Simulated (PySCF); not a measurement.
## Electronic structure of C₅H₉ClO₃Si in real space

```xyz
19

C     2.7619   -1.2353   -0.0306
C     2.1646    0.1274    0.1591
O     2.4595    0.9150    1.0134
O     1.2329    0.3720   -0.7876
C     0.5699    1.6255   -0.7535
C    -0.9030    1.3918   -0.5103
O    -1.7209    2.2730   -0.5986
Si   -1.3165   -0.4366   -0.0656
C    -3.1880   -0.4615    0.2896
Cl   -3.6605   -2.1281    0.7214
H     1.9790   -1.9518   -0.2602
H     3.3035   -1.5267    0.8638
H     3.4532   -1.2010   -0.8701
H     0.7332    2.1392   -1.7053
H     0.9826    2.2393    0.0578
H    -0.5837   -0.8296    1.1379
H    -1.0123   -1.2958   -1.2089
H    -3.4748    0.1717    1.1268
H    -3.7904   -0.1791   -0.5713
```

Geometry: GFN2-xTB.

The calculation used PySCF, PBE0/pcSseg-1, SCF density, gas phase, non-relativistic.

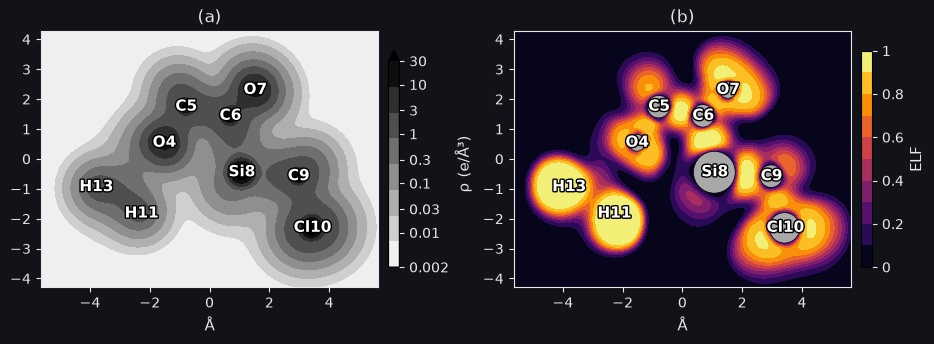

Figure 1. (a) total electron density; (b) ELF on the plane of atoms Si8, C9 and Cl10. Grey discs cover the atomic cores in the ELF map.

### What does the map show?

- Atoms in the plane: O, C, Si, Cl and H.
- C–O (1.21 Å): ρ at the midpoint is about 3.3 e/Å³; the ELF peaks at about 0.85 between the atoms; a short, multiple covalent bond.
- C–C (1.51 Å): ρ at the midpoint is about 1.8 e/Å³; the ELF peaks at about 0.95 between the atoms; a covalent bond.
- C–Cl (1.79 Å): the density is about 1.3 e/Å³ at the midpoint; the ELF peaks at about 0.90 between the atoms, as expected for a shared electron pair.
- C–Si (1.91 Å): ρ is about 0.93 e/Å³ halfway; the ELF peaks at about 0.95 between the atoms, as expected for a shared electron pair.
- The ELF also peaks beside Cl10 and O7, away from the bonds: lone-pair regions.

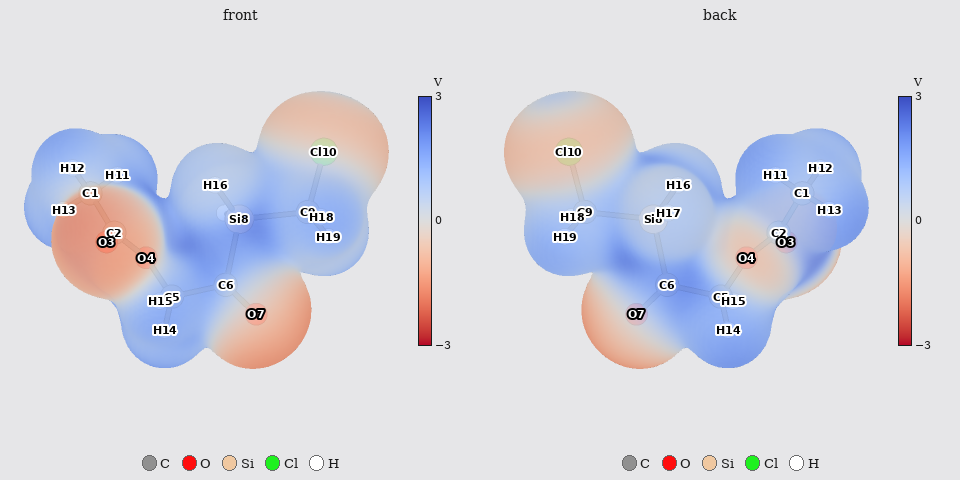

Figure 2. The molecular electrostatic potential painted on the density surface at 0.004 e/bohr³, seen from the front and from behind; red is negative and blue positive.

### Describe the electrostatic potential map.

The most negative region (about −1.5 V) lies over O3, the most positive (about +2.0 V) over C5, C6 and Si8. Cl10 shows a σ-hole: about +0.5 V at the tip opposite its bond, against about −0.6 V on its flanks. O3 is the likeliest acceptor of a hydrogen bond.

### How polar is the molecule by this calculation?

Its dipole moment is 2.83 D.
